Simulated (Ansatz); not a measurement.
## Electronic structure of C4H7NSSi in real space

Input file:

```
crystal:
  periodic: [false, false, false]
  atoms:
    - {symbol: C, position_ang: [-0.053840, 1.121846, -0.240626]}
    - {symbol: C, position_ang: [0.690733, -0.017158, -0.041998]}
    - {symbol: C, position_ang: [-0.133420, -1.127866, -0.419898]}
    - {symbol: C, position_ang: [-1.350609, -0.614395, -0.824000]}
    - {symbol: N, position_ang: [-1.313179, 0.765276, -0.710626]}
    - {symbol: S, position_ang: [0.248288, -2.855679, -0.281938]}
    - {symbol: Si, position_ang: [-2.582342, 1.888933, -1.241282]}
    - {symbol: H, position_ang: [-3.884905, 1.201859, -1.046057]}
    - {symbol: H, position_ang: [-2.415144, 2.255212, -2.674715]}
    - {symbol: H, position_ang: [-2.469117, 3.106120, -0.396832]}
    - {symbol: H, position_ang: [0.201677, 2.166390, -0.071614]}
    - {symbol: H, position_ang: [1.706106, -0.072594, 0.344159]}
    - {symbol: H, position_ang: [1.113918, -2.930636, -1.323080]}
    - {symbol: H, position_ang: [-2.239122, -1.136497, -1.172635]}
basis:
  gaussian:
    orbitals: def2-SVPD
output:
  forces: true
  orbitals: {seedname: orbitals}
total_charge: 0
hamiltonian:
  xc: pbe0
```

Command:

```sh
ansatz run input.yaml --threads 2 --pin off --max-ram 5220MiB --events-out events.jsonl --progress --plain --runs-dir runs
```

Geometry: B3LYP-D3(BJ)/def2-SVP.

Level of theory: Ansatz, isolated molecule in a Gaussian basis; Kohn-Sham density functional theory, functional PBE0.

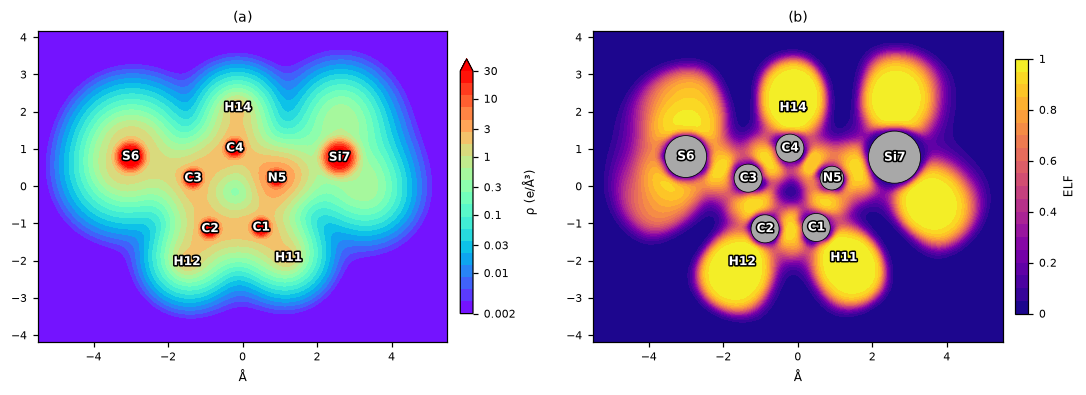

Figure 1. (a) electron density; (b) electron localisation function on the plane of atoms C3, C2 and H12. Grey discs cover the atomic cores in the ELF map.

Read the bonding off the picture.

- The plane passes through C, N, S, Si and H nuclei.
- C–C (1.38 Å): the density is about 2.1 e/Å³ at the midpoint; the ELF peaks at about 0.95 between the atoms; localised, covalent bonding.
- C–N (1.38 Å): ρ at the midpoint is about 2.2 e/Å³; the ELF peaks at about 0.90 between the atoms: localised, covalent bonding.
- C–S (1.77 Å): ρ at the midpoint is about 1.3 e/Å³; the ELF peaks at about 0.90 between the atoms; a shared electron pair.
- Si–N (1.78 Å): the density is about 1 e/Å³ at the midpoint; the ELF peaks at about 0.95 between the atoms; a polar covalent bond.
- C–H (1.09 Å): the density is about 2 e/Å³ at the midpoint; the ELF climbs to about 1 towards the hydrogen, as it does in any bond to H (a covalent bond by its length).
- The ELF also peaks beside S6, away from the bonds: lone-pair regions.

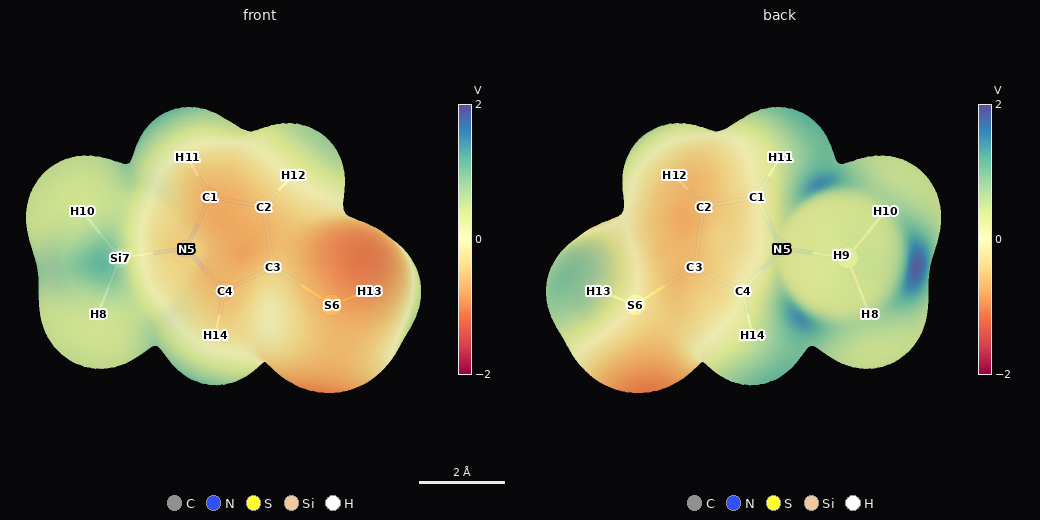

Figure 2. The electrostatic potential painted on the density surface at 0.002 e/bohr³, seen from the front and from behind; the colour scale runs from red (negative) to blue (positive).

Which sites attract a positive test charge, and which a negative one?

A positive charge is drawn to the negative regions and a negative charge to the positive ones. The most negative region (about −1.1 V) lies over S6, the most positive (about +1.7 V) over Si7.

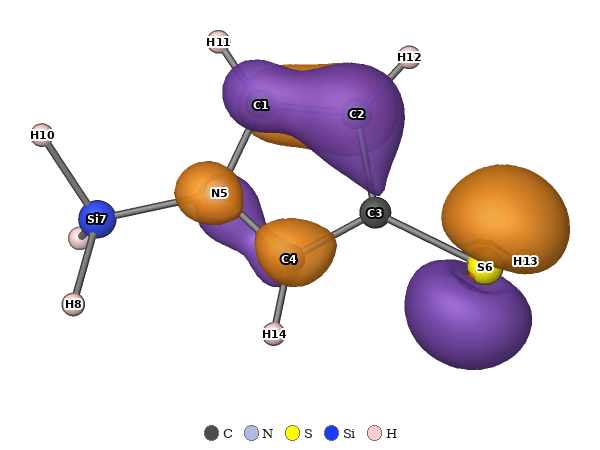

Figure 3. The HOMO−1 at ±0.15 Å⁻³ᐟ² (orange and purple are the two phases), seen across its widest extent.

Where does this orbital lie, and at what energy?

By Hirshfeld shares it lies mainly on S6 (about 45 %), C2 (about 20 %), C1 (about 10 %), N5 (about 5 %) and C4 (about 5 %). Its energy is −6.89 eV.

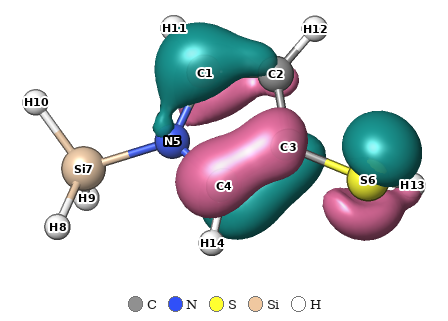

Figure 4. The HOMO at ±0.15 Å⁻³ᐟ² (teal and pink are the two phases), seen at a tilt.

Describe this orbital and give its energy.

By Hirshfeld shares it lies mainly on C4 (about 25 %), S6 (about 20 %), C1 (about 20 %), C3 (about 15 %) and C2 (about 5 %). Its energy is −6.46 eV.
